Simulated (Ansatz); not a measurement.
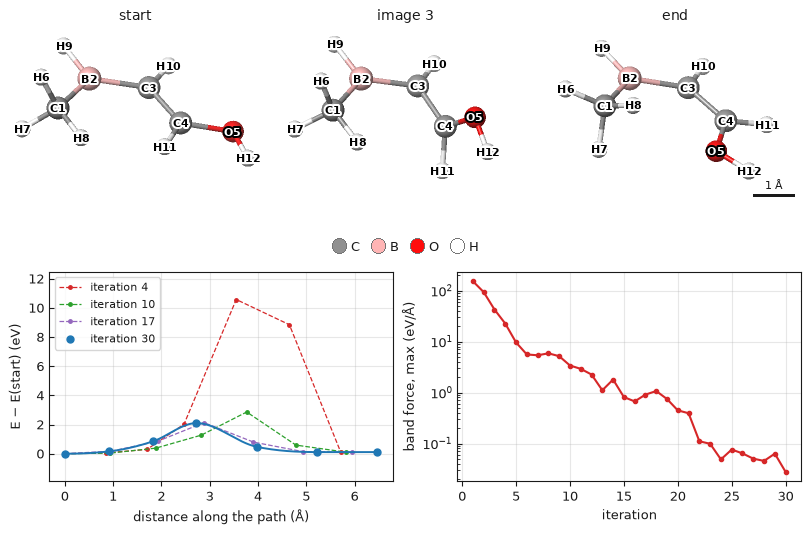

NEB run on C3H7BO. Images are numbered from 0 (start) to 6 (end). The plot follows the band through its iterations. A ball-and-stick model, seen from a free direction.

Method: Ansatz 0.2.0, RKS PBE0-D4/cc-pVDZ. Set-up: 5 movable images; climbing image; force threshold 0.03 eV/Å; iteration limit 60; starting path through a guess of the saddle point.

**Judge this run.**

The result is final at these settings. The band converged in 30 iterations. The largest component of the band force went from 150 to 0.028 eV/Å. The climbing image converged on the top of the path. Its vibrational analysis gives one imaginary mode (1136i cm⁻¹), as a transition state must have. The first iteration put the highest image at 42.33 eV. Forward barrier 2.10 eV, backward barrier 1.99 eV, with image 3 at the top; the reaction energy is +0.11 eV.
